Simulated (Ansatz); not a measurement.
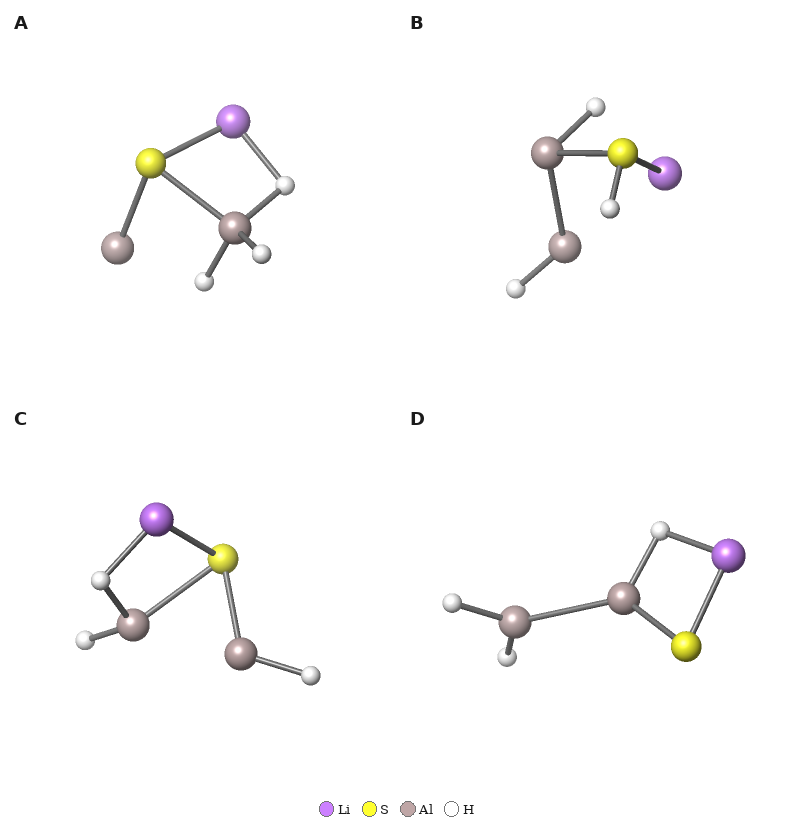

4 stationary structures of one formula. Geometries: PBE0-D4/def2-TZVP. Electronic energies: RHF-CCSD(T) (frozen core)/def2-TZVPP (Ansatz 0.2.0), without zero-point energy. No frequency run is at hand to confirm each as a minimum. Each is one conformer, not always the lowest.

**Rank them by energy, lowest first.**

A is lowest (C1); C lies 0.541 eV above it (C1), D lies 0.944 eV above it (Cs), B lies 2.269 eV above it (C1).
